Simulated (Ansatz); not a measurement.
## SiNH6ClOF2: molecular dynamics (part 1 of 3)

- system: SiNH6ClOF2
- method: RKS PBE0/6-31G* (Ansatz 0.2.0)

It belongs to a series of runs on one base structure; here: dynamics from the highest image of the converged band. Figures and captions count atoms from 1; the log counts them from 0 in places.

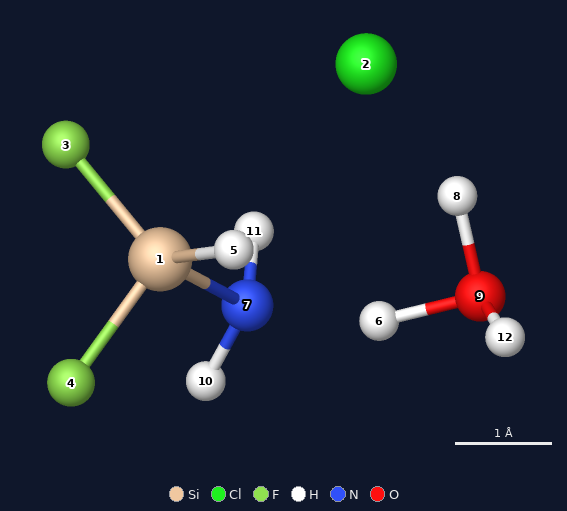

The input geometry (ball-and-stick view, seen at a tilt; atoms are numbered from 1 in the order of the input). Bond lengths as drawn: F–Si 1.59 to 1.61 Å, H–N 1.02 Å, H–O 0.97 to 1.12 Å, H–Si 1.46 Å and N–Si 1.78 Å.

**Results in brief**

| quantity | value |
| --- | --- |
| outcome | finished |
| mean temperature over the second half | 445 K |
| trajectory | 200 steps, 100 fs |
| ensemble | nve |
| temperature in the input | 300.0 K |
| time step | 0.5 fs |
| potential energy (last step) | −29455.6012 eV |
| mean-field energy (last step) | −29455.6012 eV |
| largest force (length of the vector) (last step) | 2.038 eV/Å |
| hardware | 2 threads of AMD EPYC (Zen 3), 16 GiB of memory available, shared host |
| wall time | 9 min (CPU time 17 min) |
| peak memory | 0.28 GiB |

So short a trajectory is not equilibrated.

**Input**
```yaml
crystal:
  periodic: [false, false, false]
  atoms:
    - { symbol: Si, position_ang: [-0.948348, 0.74907, -0.812688] }
    - { symbol: Cl, position_ang: [2.050187, 0.575424, -0.818504] }
    - { symbol: F, position_ang: [-0.804682, 0.793579, -2.393829] }
    - { symbol: F, position_ang: [-2.530491, 0.763495, -0.522506] }
    - { symbol: H, position_ang: [-0.402811, 1.898785, -0.090722] }
    - { symbol: H, position_ang: [0.323697, -0.71766, 0.985328] }
    - { symbol: "N", position_ang: [-0.53688, -0.8538, -0.148249] }
    - { symbol: H, position_ang: [1.792625, -0.065526, 0.7439] }
    - { symbol: O, position_ang: [1.249395, -0.536417, 1.58882] }
    - { symbol: H, position_ang: [-1.37236, -1.417568, 0.004991] }
    - { symbol: H, position_ang: [0.09385, -1.353034, -0.777508] }
    - { symbol: H, position_ang: [1.085821, 0.163751, 2.240967] }
basis:
  gaussian: { orbitals: "6-31G*" }
hamiltonian:
  xc: pbe0
md:
  timestep: 0.5
  n_steps: 200
  ensemble: nve
  temperature: 300.0
  initial_velocities: maxwell_boltzmann
  seed: 8301
```

Launched with:
```bash
ansatz run input.yaml --threads 2 --pin off --max-ram 3072MiB --backend cpu --events-out ev --progress --plain --runs-dir out
```

**Log**
```
Engine: ansatz 0.2.0, x86_64-unknown-linux-gnu
Functional definition: PBE0
  parameter a = 0.25
  parameter kappa = 0.804
  parameter beta = 0.06672455060314922
  exchange = (1 - a)*pbe_x(kappa = kappa, mu = beta*pi^2/3) + a*exact_x
  correlation = pbe_c(beta = beta)
1132 factors; integrals over basis functions are off by at most 4.3e-4 eV
mean field evaluation 1: about -29448.5990 eV, gradient 6.3e1 eV
mean field evaluation 2: about -29445.3503 eV, gradient 7.7e1 eV
mean field evaluation 4: about -29455.2992 eV, gradient 1.7e0 eV
mean field evaluation 8: about -29455.3328 eV, gradient 1.4e-1 eV
mean field evaluation 16: about -29455.3329 eV, gradient 4.8e-5 eV
mean field -29455.33286624 eV, -1082.4635172928 hartree, gradient 4.8e-5 eV, S^2 0.000000; 0 other end points of the search recorded, 0 dependent functions left out
the calculation of the forces begins
reference -29455.33289346 eV, -1082.4635182931 hartree; 35, 35 occupied and 75, 75 virtual orbitals, 1132 factors
md step     0: t =     0.00 fs  T =   300.0 K  F+E_penalty+E_count = -29455.33286624 eV  E_kin = 0.387780 eV  conserved = -29454.94508625 eV  (25 SCF iters)
these checks for a lower state are left out or cut short: starts, cluster_reference, orbital_swaps, neighbouring_geometries, increment
1132 factors; integrals over basis functions are off by at most 4.4e-4 eV
mean field -29455.32752187 eV, -1082.4633208908 hartree, gradient 1.3e-5 eV, S^2 0.000000; 0 other end points of the search recorded, 0 dependent functions left out
the calculation of the forces begins
reference -29455.32754914 eV, -1082.4633218930 hartree; 35, 35 occupied and 75, 75 virtual orbitals, 1132 factors
md step     1: t =     0.50 fs  T =   295.9 K  F+E_penalty+E_count = -29455.32752187 eV  E_kin = 0.382501 eV  conserved = -29454.94502061 eV  (30 SCF iters)
[... from here on the SCF iterations and repeated set-up lines of each step are left out, up to the last step ...]
md step     2: t =     1.00 fs  T =   284.5 K  F+E_penalty+E_count = -29455.31260233 eV  E_kin = 0.367776 eV  conserved = -29454.94482657 eV  (31 SCF iters)
md step     3: t =     1.50 fs  T =   268.2 K  F+E_penalty+E_count = -29455.29119848 eV  E_kin = 0.346631 eV  conserved = -29454.94456785 eV  (31 SCF iters)
md step     4: t =     2.00 fs  T =   250.0 K  F+E_penalty+E_count = -29455.26742274 eV  E_kin = 0.323105 eV  conserved = -29454.94431780 eV  (30 SCF iters)
md step     5: t =     2.50 fs  T =   232.9 K  F+E_penalty+E_count = -29455.24524242 eV  E_kin = 0.301103 eV  conserved = -29454.94413981 eV  (23 SCF iters)
md step     6: t =     3.00 fs  T =   219.3 K  F+E_penalty+E_count = -29455.22747607 eV  E_kin = 0.283405 eV  conserved = -29454.94407156 eV  (25 SCF iters)
md step     7: t =     3.50 fs  T =   209.7 K  F+E_penalty+E_count = -29455.21521201 eV  E_kin = 0.271099 eV  conserved = -29454.94411314 eV  (24 SCF iters)
md step     8: t =     4.00 fs  T =   203.9 K  F+E_penalty+E_count = -29455.20782337 eV  E_kin = 0.263598 eV  conserved = -29454.94422500 eV  (24 SCF iters)
md step     9: t =     4.50 fs  T =   200.6 K  F+E_penalty+E_count = -29455.20360117 eV  E_kin = 0.259261 eV  conserved = -29454.94434032 eV  (24 SCF iters)
md step    10: t =     5.00 fs  T =   198.4 K  F+E_penalty+E_count = -29455.20079052 eV  E_kin = 0.256395 eV  conserved = -29454.94439529 eV  (25 SCF iters)
md step    11: t =     5.50 fs  T =   196.6 K  F+E_penalty+E_count = -29455.19855320 eV  E_kin = 0.254186 eV  conserved = -29454.94436745 eV  (24 SCF iters)
md step    12: t =     6.00 fs  T =   195.7 K  F+E_penalty+E_count = -29455.19728749 eV  E_kin = 0.252992 eV  conserved = -29454.94429505 eV  (24 SCF iters)
md step    13: t =     6.50 fs  T =   196.3 K  F+E_penalty+E_count = -29455.19803346 eV  E_kin = 0.253779 eV  conserved = -29454.94425462 eV  (24 SCF iters)
md step    14: t =     7.00 fs  T =   198.8 K  F+E_penalty+E_count = -29455.20132607 eV  E_kin = 0.257023 eV  conserved = -29454.94430308 eV  (24 SCF iters)
md step    15: t =     7.50 fs  T =   202.6 K  F+E_penalty+E_count = -29455.20636281 eV  E_kin = 0.261934 eV  conserved = -29454.94442915 eV  (23 SCF iters)
md step    16: t =     8.00 fs  T =   206.3 K  F+E_penalty+E_count = -29455.21117378 eV  E_kin = 0.266612 eV  conserved = -29454.94456220 eV  (24 SCF iters)
md step    17: t =     8.50 fs  T =   208.1 K  F+E_penalty+E_count = -29455.21367739 eV  E_kin = 0.269051 eV  conserved = -29454.94462634 eV  (31 SCF iters)
md step    18: t =     9.00 fs  T =   207.5 K  F+E_penalty+E_count = -29455.21284702 eV  E_kin = 0.268261 eV  conserved = -29454.94458604 eV  (31 SCF iters)
md step    19: t =     9.50 fs  T =   204.9 K  F+E_penalty+E_count = -29455.20926916 eV  E_kin = 0.264809 eV  conserved = -29454.94445974 eV  (26 SCF iters)
md step    20: t =    10.00 fs  T =   201.6 K  F+E_penalty+E_count = -29455.20488121 eV  E_kin = 0.260581 eV  conserved = -29454.94430038 eV  (23 SCF iters)
md step    21: t =    10.50 fs  T =   199.6 K  F+E_penalty+E_count = -29455.20215328 eV  E_kin = 0.257983 eV  conserved = -29454.94417048 eV  (23 SCF iters)
md step    22: t =    11.00 fs  T =   200.4 K  F+E_penalty+E_count = -29455.20311525 eV  E_kin = 0.258997 eV  conserved = -29454.94411857 eV  (24 SCF iters)
md step    23: t =    11.50 fs  T =   204.6 K  F+E_penalty+E_count = -29455.20857942 eV  E_kin = 0.264411 eV  conserved = -29454.94416828 eV  (24 SCF iters)
md step    24: t =    12.00 fs  T =   211.6 K  F+E_penalty+E_count = -29455.21777208 eV  E_kin = 0.273463 eV  conserved = -29454.94430952 eV  (23 SCF iters)
md step    25: t =    12.50 fs  T =   219.7 K  F+E_penalty+E_count = -29455.22849976 eV  E_kin = 0.284000 eV  conserved = -29454.94449955 eV  (30 SCF iters)
md step    26: t =    13.00 fs  T =   226.8 K  F+E_penalty+E_count = -29455.23784360 eV  E_kin = 0.293174 eV  conserved = -29454.94466967 eV  (31 SCF iters)
md step    27: t =    13.50 fs  T =   230.9 K  F+E_penalty+E_count = -29455.24322435 eV  E_kin = 0.298473 eV  conserved = -29454.94475137 eV  (31 SCF iters)
md step    28: t =    14.00 fs  T =   231.1 K  F+E_penalty+E_count = -29455.24345252 eV  E_kin = 0.298745 eV  conserved = -29454.94470764 eV  (31 SCF iters)
md step    29: t =    14.50 fs  T =   228.0 K  F+E_penalty+E_count = -29455.23926585 eV  E_kin = 0.294707 eV  conserved = -29454.94455887 eV  (31 SCF iters)
md step    30: t =    15.00 fs  T =   223.3 K  F+E_penalty+E_count = -29455.23298687 eV  E_kin = 0.288609 eV  conserved = -29454.94437737 eV  (31 SCF iters)
md step    31: t =    15.50 fs  T =   219.1 K  F+E_penalty+E_count = -29455.22741412 eV  E_kin = 0.283171 eV  conserved = -29454.94424316 eV  (31 SCF iters)
md step    32: t =    16.00 fs  T =   216.9 K  F+E_penalty+E_count = -29455.22460859 eV  E_kin = 0.280415 eV  conserved = -29454.94419315 eV  (31 SCF iters)
md step    33: t =    16.50 fs  T =   217.5 K  F+E_penalty+E_count = -29455.22532870 eV  E_kin = 0.281123 eV  conserved = -29454.94420608 eV  (30 SCF iters)
md step    34: t =    17.00 fs  T =   220.6 K  F+E_penalty+E_count = -29455.22934047 eV  E_kin = 0.285108 eV  conserved = -29454.94423229 eV  (29 SCF iters)
md step    35: t =    17.50 fs  T =   225.8 K  F+E_penalty+E_count = -29455.23616737 eV  E_kin = 0.291930 eV  conserved = -29454.94423708 eV  (30 SCF iters)
md step    36: t =    18.00 fs  T =   233.2 K  F+E_penalty+E_count = -29455.24565018 eV  E_kin = 0.301432 eV  conserved = -29454.94421818 eV  (30 SCF iters)
md step    37: t =    18.50 fs  T =   242.8 K  F+E_penalty+E_count = -29455.25801694 eV  E_kin = 0.313819 eV  conserved = -29454.94419813 eV  (30 SCF iters)
md step    38: t =    19.00 fs  T =   254.8 K  F+E_penalty+E_count = -29455.27355533 eV  E_kin = 0.329347 eV  conserved = -29454.94420855 eV  (27 SCF iters)
md step    39: t =    19.50 fs  T =   269.1 K  F+E_penalty+E_count = -29455.29213414 eV  E_kin = 0.347857 eV  conserved = -29454.94427675 eV  (30 SCF iters)
md step    40: t =    20.00 fs  T =   285.0 K  F+E_penalty+E_count = -29455.31278195 eV  E_kin = 0.368363 eV  conserved = -29454.94441886 eV  (29 SCF iters)
md step    41: t =    20.50 fs  T =   300.8 K  F+E_penalty+E_count = -29455.33345113 eV  E_kin = 0.388817 eV  conserved = -29454.94463383 eV  (30 SCF iters)
md step    42: t =    21.00 fs  T =   314.2 K  F+E_penalty+E_count = -29455.35107588 eV  E_kin = 0.406179 eV  conserved = -29454.94489652 eV  (30 SCF iters)
md step    43: t =    21.50 fs  T =   322.5 K  F+E_penalty+E_count = -29455.36203060 eV  E_kin = 0.416880 eV  conserved = -29454.94515097 eV  (30 SCF iters)
md step    44: t =    22.00 fs  T =   323.2 K  F+E_penalty+E_count = -29455.36303438 eV  E_kin = 0.417714 eV  conserved = -29454.94532070 eV  (29 SCF iters)
md step    45: t =    22.50 fs  T =   314.9 K  F+E_penalty+E_count = -29455.35233391 eV  E_kin = 0.406998 eV  conserved = -29454.94533564 eV  (29 SCF iters)
md step    46: t =    23.00 fs  T =   298.3 K  F+E_penalty+E_count = -29455.33073473 eV  E_kin = 0.385568 eV  conserved = -29454.94516677 eV  (29 SCF iters)
md step    47: t =    23.50 fs  T =   276.3 K  F+E_penalty+E_count = -29455.30194254 eV  E_kin = 0.357095 eV  conserved = -29454.94484749 eV  (29 SCF iters)
md step    48: t =    24.00 fs  T =   253.4 K  F+E_penalty+E_count = -29455.27194259 eV  E_kin = 0.327488 eV  conserved = -29454.94445459 eV  (29 SCF iters)
md step    49: t =    24.50 fs  T =   234.9 K  F+E_penalty+E_count = -29455.24769573 eV  E_kin = 0.303619 eV  conserved = -29454.94407679 eV  (30 SCF iters)
md step    50: t =    25.00 fs  T =   225.8 K  F+E_penalty+E_count = -29455.23562319 eV  E_kin = 0.291809 eV  conserved = -29454.94381408 eV  (31 SCF iters)
md step    51: t =    25.50 fs  T =   229.1 K  F+E_penalty+E_count = -29455.23997644 eV  E_kin = 0.296192 eV  conserved = -29454.94378420 eV  (30 SCF iters)
md step    52: t =    26.00 fs  T =   245.3 K  F+E_penalty+E_count = -29455.26111599 eV  E_kin = 0.317055 eV  conserved = -29454.94406134 eV  (30 SCF iters)
md step    53: t =    26.50 fs  T =   270.8 K  F+E_penalty+E_count = -29455.29458858 eV  E_kin = 0.350016 eV  conserved = -29454.94457254 eV  (30 SCF iters)
md step    54: t =    27.00 fs  T =   299.6 K  F+E_penalty+E_count = -29455.33233594 eV  E_kin = 0.387234 eV  conserved = -29454.94510144 eV  (29 SCF iters)
md step    55: t =    27.50 fs  T =   325.3 K  F+E_penalty+E_count = -29455.36590982 eV  E_kin = 0.420478 eV  conserved = -29454.94543170 eV  (29 SCF iters)
md step    56: t =    28.00 fs  T =   343.7 K  F+E_penalty+E_count = -29455.38969807 eV  E_kin = 0.444218 eV  conserved = -29454.94547973 eV  (29 SCF iters)
md step    57: t =    28.50 fs  T =   353.5 K  F+E_penalty+E_count = -29455.40226205 eV  E_kin = 0.456957 eV  conserved = -29454.94530554 eV  (27 SCF iters)
md step    58: t =    29.00 fs  T =   356.3 K  F+E_penalty+E_count = -29455.40557139 eV  E_kin = 0.460537 eV  conserved = -29454.94503426 eV  (29 SCF iters)
md step    59: t =    29.50 fs  T =   354.7 K  F+E_penalty+E_count = -29455.40321114 eV  E_kin = 0.458433 eV  conserved = -29454.94477768 eV  (29 SCF iters)
md step    60: t =    30.00 fs  T =   351.3 K  F+E_penalty+E_count = -29455.39871042 eV  E_kin = 0.454113 eV  conserved = -29454.94459779 eV  (30 SCF iters)
md step    61: t =    30.50 fs  T =   348.2 K  F+E_penalty+E_count = -29455.39458621 eV  E_kin = 0.450083 eV  conserved = -29454.94450337 eV  (29 SCF iters)
md step    62: t =    31.00 fs  T =   346.4 K  F+E_penalty+E_count = -29455.39217885 eV  E_kin = 0.447712 eV  conserved = -29454.94446668 eV  (30 SCF iters)
md step    63: t =    31.50 fs  T =   346.3 K  F+E_penalty+E_count = -29455.39203795 eV  E_kin = 0.447588 eV  conserved = -29454.94444968 eV  (30 SCF iters)
md step    64: t =    32.00 fs  T =   348.2 K  F+E_penalty+E_count = -29455.39446142 eV  E_kin = 0.450032 eV  conserved = -29454.94442950 eV  (30 SCF iters)
md step    65: t =    32.50 fs  T =   352.3 K  F+E_penalty+E_count = -29455.39980667 eV  E_kin = 0.455397 eV  conserved = -29454.94440937 eV  (30 SCF iters)
md step    66: t =    33.00 fs  T =   359.0 K  F+E_penalty+E_count = -29455.40842269 eV  E_kin = 0.464016 eV  conserved = -29454.94440622 eV  (30 SCF iters)
md step    67: t =    33.50 fs  T =   368.2 K  F+E_penalty+E_count = -29455.42037847 eV  E_kin = 0.475947 eV  conserved = -29454.94443100 eV  (30 SCF iters)
md step    68: t =    34.00 fs  T =   379.7 K  F+E_penalty+E_count = -29455.43527947 eV  E_kin = 0.490797 eV  conserved = -29454.94448282 eV  (30 SCF iters)
md step    69: t =    34.50 fs  T =   392.8 K  F+E_penalty+E_count = -29455.45226813 eV  E_kin = 0.507707 eV  conserved = -29454.94456096 eV  (30 SCF iters)
md step    70: t =    35.00 fs  T =   406.5 K  F+E_penalty+E_count = -29455.47006201 eV  E_kin = 0.525390 eV  conserved = -29454.94467165 eV  (29 SCF iters)
md step    71: t =    35.50 fs  T =   419.4 K  F+E_penalty+E_count = -29455.48691183 eV  E_kin = 0.542088 eV  conserved = -29454.94482429 eV  (29 SCF iters)
md step    72: t =    36.00 fs  T =   429.8 K  F+E_penalty+E_count = -29455.50053231 eV  E_kin = 0.555512 eV  conserved = -29454.94502017 eV  (29 SCF iters)
md step    73: t =    36.50 fs  T =   435.5 K  F+E_penalty+E_count = -29455.50815779 eV  E_kin = 0.562915 eV  conserved = -29454.94524314 eV  (29 SCF iters)
md step    74: t =    37.00 fs  T =   434.3 K  F+E_penalty+E_count = -29455.50687660 eV  E_kin = 0.561433 eV  conserved = -29454.94544342 eV  (29 SCF iters)
md step    75: t =    37.50 fs  T =   424.7 K  F+E_penalty+E_count = -29455.49447181 eV  E_kin = 0.548954 eV  conserved = -29454.94551801 eV  (29 SCF iters)
md step    76: t =    38.00 fs  T =   406.7 K  F+E_penalty+E_count = -29455.47099398 eV  E_kin = 0.525671 eV  conserved = -29454.94532277 eV  (28 SCF iters)
md step    77: t =    38.50 fs  T =   383.7 K  F+E_penalty+E_count = -29455.44078270 eV  E_kin = 0.496016 eV  conserved = -29454.94476640 eV  (29 SCF iters)
md step    78: t =    39.00 fs  T =   363.2 K  F+E_penalty+E_count = -29455.41349026 eV  E_kin = 0.469519 eV  conserved = -29454.94397131 eV  (30 SCF iters)
md step    79: t =    39.50 fs  T =   354.7 K  F+E_penalty+E_count = -29455.40187215 eV  E_kin = 0.458535 eV  conserved = -29454.94333697 eV  (30 SCF iters)
md step    80: t =    40.00 fs  T =   365.5 K  F+E_penalty+E_count = -29455.41572638 eV  E_kin = 0.472419 eV  conserved = -29454.94330742 eV  (24 SCF iters)
md step    81: t =    40.50 fs  T =   395.7 K  F+E_penalty+E_count = -29455.45546476 eV  E_kin = 0.511486 eV  conserved = -29454.94397831 eV  (31 SCF iters)
md step    82: t =    41.00 fs  T =   437.7 K  F+E_penalty+E_count = -29455.51078806 eV  E_kin = 0.565795 eV  conserved = -29454.94499285 eV  (29 SCF iters)
md step    83: t =    41.50 fs  T =   479.7 K  F+E_penalty+E_count = -29455.56588023 eV  E_kin = 0.620023 eV  conserved = -29454.94585747 eV  (29 SCF iters)
md step    84: t =    42.00 fs  T =   511.0 K  F+E_penalty+E_count = -29455.60678068 eV  E_kin = 0.660501 eV  conserved = -29454.94627924 eV  (29 SCF iters)
md step    85: t =    42.50 fs  T =   526.0 K  F+E_penalty+E_count = -29455.62607411 eV  E_kin = 0.679849 eV  conserved = -29454.94622494 eV  (29 SCF iters)
md step    86: t =    43.00 fs  T =   524.5 K  F+E_penalty+E_count = -29455.62374224 eV  E_kin = 0.677932 eV  conserved = -29454.94581064 eV  (29 SCF iters)
md step    87: t =    43.50 fs  T =   510.9 K  F+E_penalty+E_count = -29455.60555579 eV  E_kin = 0.660340 eV  conserved = -29454.94521572 eV  (29 SCF iters)
md step    88: t =    44.00 fs  T =   491.8 K  F+E_penalty+E_count = -29455.58034540 eV  E_kin = 0.635713 eV  conserved = -29454.94463216 eV  (29 SCF iters)
md step    89: t =    44.50 fs  T =   474.1 K  F+E_penalty+E_count = -29455.55699370 eV  E_kin = 0.612779 eV  conserved = -29454.94421424 eV  (29 SCF iters)
md step    90: t =    45.00 fs  T =   462.6 K  F+E_penalty+E_count = -29455.54200293 eV  E_kin = 0.597980 eV  conserved = -29454.94402318 eV  (30 SCF iters)
md step    91: t =    45.50 fs  T =   459.9 K  F+E_penalty+E_count = -29455.53844895 eV  E_kin = 0.594426 eV  conserved = -29454.94402287 eV  (30 SCF iters)
md step    92: t =    46.00 fs  T =   466.0 K  F+E_penalty+E_count = -29455.54642097 eV  E_kin = 0.602291 eV  conserved = -29454.94412948 eV  (30 SCF iters)
md step    93: t =    46.50 fs  T =   479.6 K  F+E_penalty+E_count = -29455.56423586 eV  E_kin = 0.619961 eV  conserved = -29454.94427438 eV  (30 SCF iters)
md step    94: t =    47.00 fs  T =   499.0 K  F+E_penalty+E_count = -29455.58950364 eV  E_kin = 0.645068 eV  conserved = -29454.94443566 eV  (30 SCF iters)
md step    95: t =    47.50 fs  T =   522.1 K  F+E_penalty+E_count = -29455.61954360 eV  E_kin = 0.674910 eV  conserved = -29454.94463344 eV  (30 SCF iters)
md step    96: t =    48.00 fs  T =   546.4 K  F+E_penalty+E_count = -29455.65118336 eV  E_kin = 0.706275 eV  conserved = -29454.94490830 eV  (28 SCF iters)
md step    97: t =    48.50 fs  T =   568.6 K  F+E_penalty+E_count = -29455.68026751 eV  E_kin = 0.734978 eV  conserved = -29454.94528908 eV  (29 SCF iters)
md step    98: t =    49.00 fs  T =   584.6 K  F+E_penalty+E_count = -29455.70135446 eV  E_kin = 0.755603 eV  conserved = -29454.94575106 eV  (29 SCF iters)
md step    99: t =    49.50 fs  T =   589.6 K  F+E_penalty+E_count = -29455.70826364 eV  E_kin = 0.762108 eV  conserved = -29454.94615602 eV  (29 SCF iters)
md step   100: t =    50.00 fs  T =   580.3 K  F+E_penalty+E_count = -29455.69629286 eV  E_kin = 0.750065 eV  conserved = -29454.94622782 eV  (29 SCF iters)
```
